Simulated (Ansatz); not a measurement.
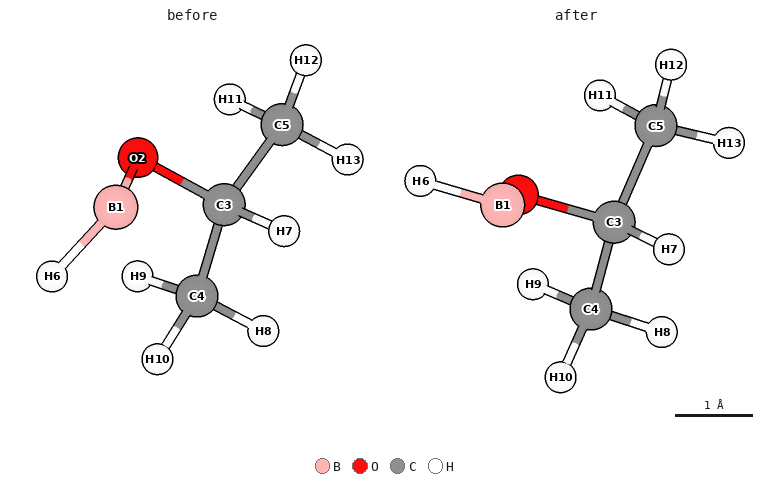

The structure of C$_{3}$H$_{8}$BO (multiplicity 2) (coarse preliminary run) before (left) and after (right) a relaxation, at one scale.

A ball-and-stick model, seen from a free direction.

The start comes from a force field.

The calculation used Ansatz, UKS PBE-D4/def2-SVP.

Input
```yaml
crystal:
  periodic: [false, false, false]
  atoms:
    - {symbol: B, position_ang: [0.792100, 2.255700, 0.395000]}
    - {symbol: O, position_ang: [0.141200, 1.314900, -0.541100]}
    - {symbol: C, position_ang: [0.293500, 0.003100, -0.063300]}
    - {symbol: C, position_ang: [-0.749900, -0.367800, 0.890400]}
    - {symbol: C, position_ang: [0.354400, -0.961300, -1.260400]}
    - {symbol: H, position_ang: [0.095200, 2.784200, 1.251700]}
    - {symbol: H, position_ang: [1.326100, -0.137500, 0.489800]}
    - {symbol: H, position_ang: [-0.675200, -1.413600, 1.226600]}
    - {symbol: H, position_ang: [-1.798100, -0.246400, 0.421700]}
    - {symbol: H, position_ang: [-0.812800, 0.276200, 1.815100]}
    - {symbol: H, position_ang: [-0.609400, -0.891700, -1.792300]}
    - {symbol: H, position_ang: [1.209800, -0.676900, -1.903300]}
    - {symbol: H, position_ang: [0.453400, -1.973600, -0.915000]}
basis:
  gaussian: {orbitals: def2-SVP}
magnetization: {spin_polarized: true, initial_magnetization: 1}
hamiltonian: {xc: pbe, dispersion: d4}
relax: {f_tol: 0.03, max_steps: 200}
```

Launched with:
```bash
ansatz run in.yaml --threads 2 --pin off --events-out ev --progress --plain --max-ram 31744MiB --backend cpu
```

Q: Summarise the run.

A: H6 moves most after the best rigid fit: 1.36 Å. By element the largest moves are H 1.36 Å, O 0.49 Å, C 0.33 Å, B 0.06 Å. Near-neighbour distances that change, for instance: B1–O2 1.478 → 1.332 Å, C3–H7 1.180 → 1.113 Å, C3–C4 1.461 → 1.523 Å, O2–C3 1.404 → 1.456 Å. Bond angles that change, for instance: B1–O2–C3 109.3° → 124.1°, H9–C4–H10 102.8° → 108.4°, C5–C3–H7 104.8° → 109.9°. Groups turn about B1–O2 by about 85°, O2–C3 by about 30°. Over 11 accepted moves (12 points after the start) the energy falls by 27.4 kcal/mol. The largest force component goes from 3.1 to 0.013 eV/Å. The line search rejected the trial step at point 11 of the run. The forces were under the threshold at step 10, but the run went on from there. The run took roughly 60 core-seconds on a shared host.
